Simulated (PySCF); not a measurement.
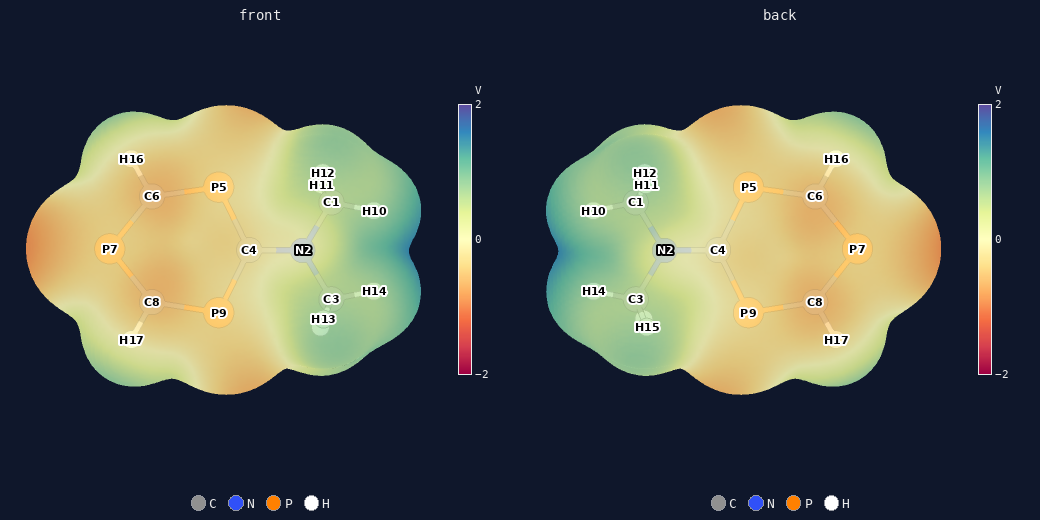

*C5H8NP3. The electrostatic potential painted on the density surface at 0.002 e/bohr³, seen from the front and from behind; the colour scale runs from red (negative) to blue (positive).*

Geometry: PBE0-D3(BJ)/def2-SVP.

Theory: PBE0/pcSseg-1, SCF density, gas phase, non-relativistic in PySCF 2.14.0.

```xyz
17

C    -1.8029   -1.2296    0.6346
N    -1.1366   -0.2178   -0.1528
C    -1.8870    0.4782   -1.1726
C     0.1874    0.0444    0.0327
P     0.9981   -0.9217    1.2987
C     2.6338   -0.3958    1.3664
P     3.6275    0.7608    0.5464
C     2.5401    1.4661   -0.6013
P     0.8853    1.2945   -1.0365
H    -2.8654   -1.2575    0.3654
H    -1.3669   -2.2307    0.4660
H    -1.7173   -1.0178    1.7146
H    -1.8683    1.5703   -1.0106
H    -2.9289    0.1374   -1.1525
H    -1.4725    0.2941   -2.1799
H     3.1790   -0.9575    2.1386
H     3.0179    2.2314   -1.2298
```

**Which sites attract a positive test charge, and which a negative one?**

A positive charge is drawn to the negative regions and a negative charge to the positive ones. The most negative region (about −0.9 V) lies over P7, the most positive (about +1.5 V) over H10 and H14.
